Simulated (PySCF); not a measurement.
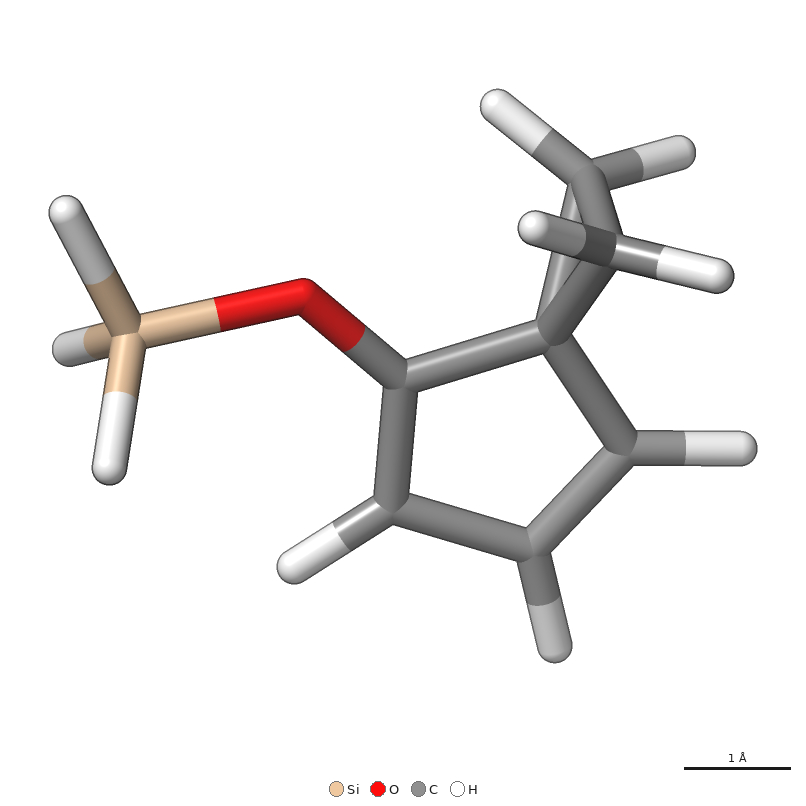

A stick model of a molecule. Every bond is drawn as one stick, whatever its order.

The geometry was computed by an optimisation with PBE0-D3(BJ)/def2-SVP. No frequency run is at hand to confirm it as a minimum.

Description:

Formula C7H10OSi. SMILES: `[SiH3]OC1=CC=CC12CC2`. Independent rings (smallest set): 1 of 3 members, 1 of 5 members. Among its groups: alkene, Si–H bond, Si–O bond. The point group is Cs. Coordination, clear cases only: 1 Si tetrahedral; 1 O bent; 4 C trigonal planar.

More results for the same structure follow; atom numbers are the same in all pictures, views and colours differ.

### Geometry

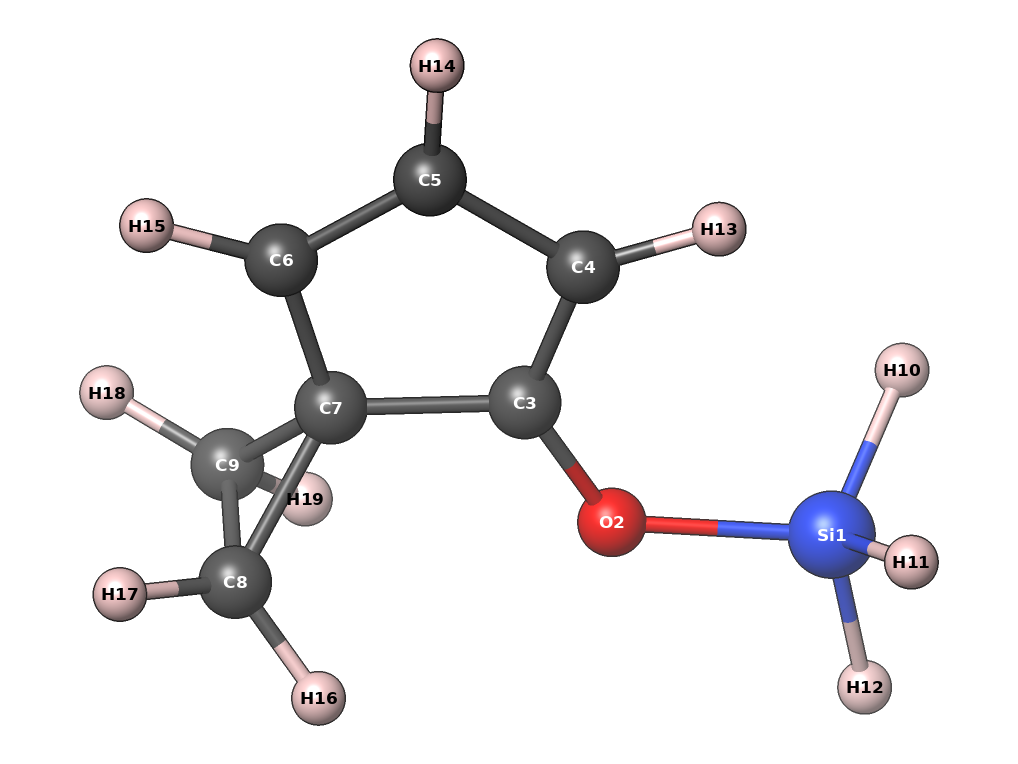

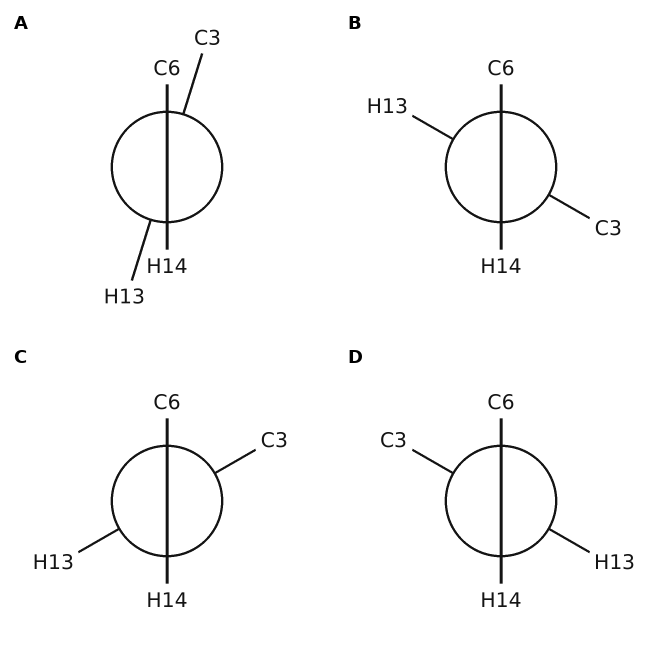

Distant atoms are faded towards the background colour. Bonds that would overlap in a projection are set slightly apart. No frequency run is at hand to confirm it as a minimum.

**Which Newman projection shows the view along C5–C4, with C5 in front?**

A. The torsion angle C6–C5–C4–C3 is 0°, synperiplanar (eclipsed).

### Charges

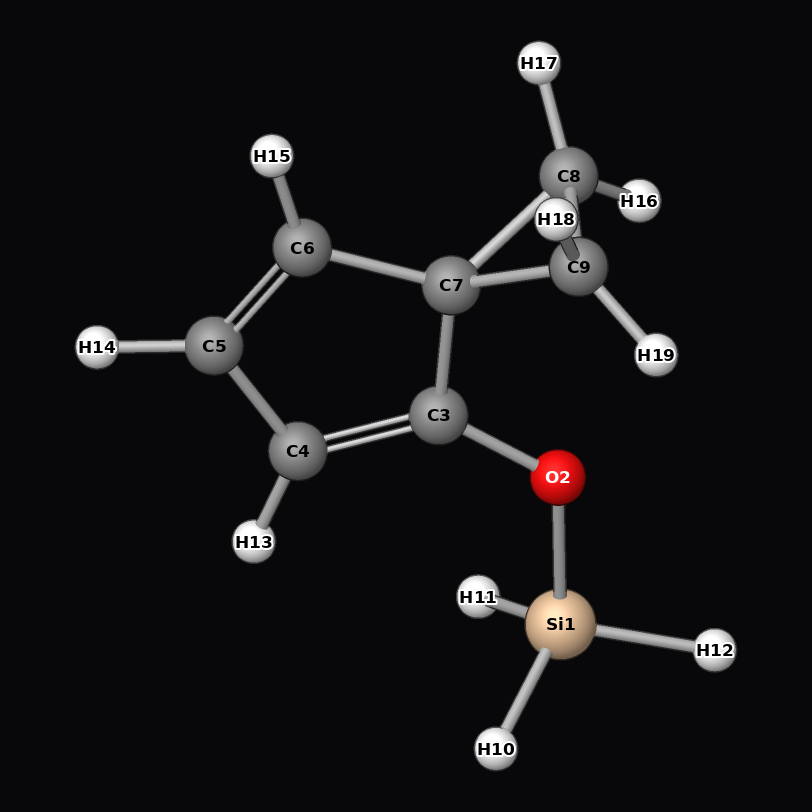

The questions are on Mulliken charges. No frequency run is at hand to confirm it as a minimum. Properties computed with PBE0/pcSseg-1 in chloroform (IEF-PCM) (PySCF 2.14.0).

Give the Mulliken charges atom by atom.

| atom | value (e) |
| --- | --- |
| Si1 | 0.67 |
| O2 | −0.64 |
| C3 | 0.31 |
| C4 | −0.16 |
| C5 | −0.09 |
| C6 | −0.06 |
| C7 | −0.40 |
| C8 | −0.12 |
| C9 | −0.12 |
| H10 | −0.09 |
| H11 | −0.09 |
| H12 | −0.09 |
| H13 | 0.12 |
| H14 | 0.10 |
| H15 | 0.08 |
| H16 | 0.15 |
| H17 | 0.15 |
| H18 | 0.15 |
| H19 | 0.15 |

### NMR shielding

The questions are on isotropic NMR shieldings of the C atoms. No frequency run is at hand to confirm it as a minimum. Properties computed with GIAO PBE0/pcSseg-1 NMR shielding, non-relativistic, IEF-PCM chloroform (PySCF 2.14.0).

**Which C atom is the most shielded (lowest chemical shift)?**

C8, C9 (168.4 ppm).

**Which C atom is the least shielded (highest chemical shift)?**

C3 (10.8 ppm).

**How wide is the range of C shifts?**

157.6 ppm.

Give the isotropic NMR shieldings of the C atoms atom by atom.

| atom | σ (ppm) |
| --- | --- |
| C3 | 10.8 |
| C4 | 80.7 |
| C5 | 48.9 |
| C6 | 50.5 |
| C7 | 148.8 |
| C8 | 168.4 |
| C9 | 168.4 |

### Electronic properties

No frequency run is at hand to confirm it as a minimum. Properties computed with PBE0/def2-SVPD in chloroform (IEF-PCM) (PySCF 2.14.0). Excitations: vertical, linear response.

Predict the main results.

- dipole moment: 0.99 D
- HOMO energy (Kohn–Sham orbital): −5.79 eV
- LUMO energy (Kohn–Sham orbital): −0.46 eV
- HOMO–LUMO gap: 5.33 eV
- mean static polarisability: 136.9 bohr³
- lowest vertical singlet excitation: 4.48 eV
- its oscillator strength: 0.137

### Quadrupole coupling

No frequency run is at hand to confirm it as a minimum. Electric field gradients from the ground-state density, PBE0/pcSseg-1 in chloroform (IEF-PCM) (PySCF 2.14.0), non-relativistic apart from any core potentials.

Give the largest field-gradient component, the quadrupole coupling constant and the asymmetry for 17O at O2 (Q = −25.6 mb), 2H at H10 (Q = 2.86 mb), 2H at H11 (Q = 2.86 mb), 2H at H12 (Q = 2.86 mb), 2H at H13 (Q = 2.86 mb).

```json
{"atom": "O2", "V_zz (a.u.)": "1.567", "e²qQ/h (MHz)": "−9.43", "η": "0.25"}
{"atom": "H10", "V_zz (a.u.)": "0.137", "e²qQ/h (MHz)": "0.092", "η": "0.04"}
{"atom": "H11", "V_zz (a.u.)": "0.137", "e²qQ/h (MHz)": "0.092", "η": "0.04"}
{"atom": "H12", "V_zz (a.u.)": "0.142", "e²qQ/h (MHz)": "0.095", "η": "0.04"}
{"atom": "H13", "V_zz (a.u.)": "0.312", "e²qQ/h (MHz)": "0.210", "η": "0.11"}
```

Mulliken values depend strongly on the basis set and can even reverse the polarity of a bond.
